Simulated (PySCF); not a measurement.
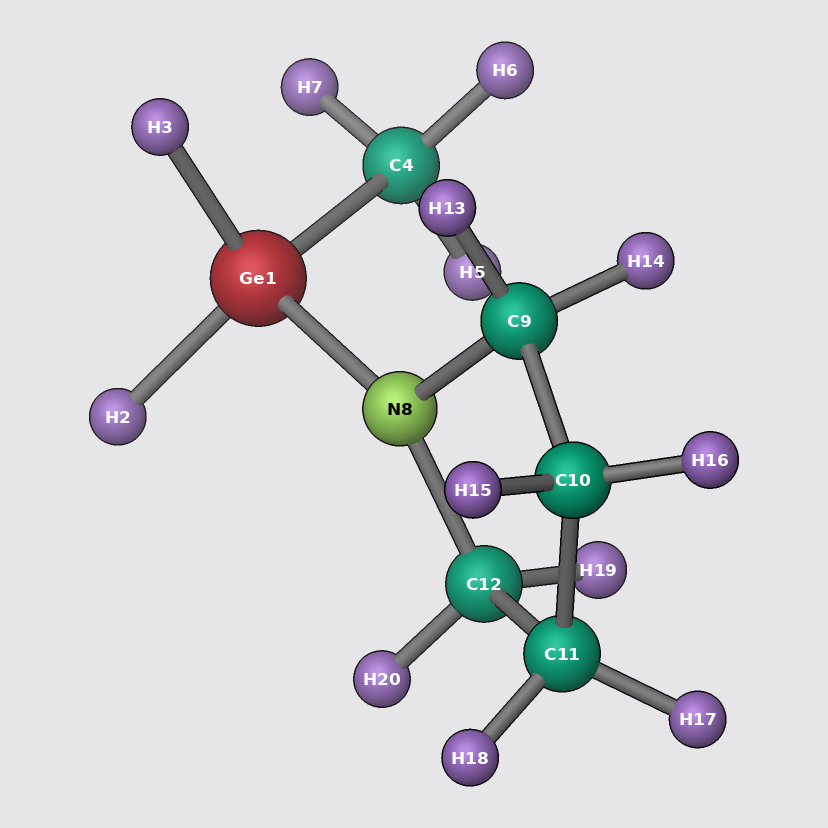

Computed geometry: PBE0-D3(BJ)/def2-SVP optimisation. No frequency run is at hand to confirm it as a minimum. Properties computed with delta-SCF UKS SCAN, pcX-2 on the ionised atom (unc-x2c-TZVPall on a metal), pcseg-1 elsewhere, spin-free X2C (PySCF 2.14.0).

Give the core-electron binding energies (to vacuum) of C4 1s, N8 1s, C9 1s, C10 1s.

| atom | level | binding energy (eV) |
| --- | --- | --- |
| C4 | 1s | 290.0 |
| N8 | 1s | 403.6 |
| C9 | 1s | 291.0 |
| C10 | 1s | 290.3 |
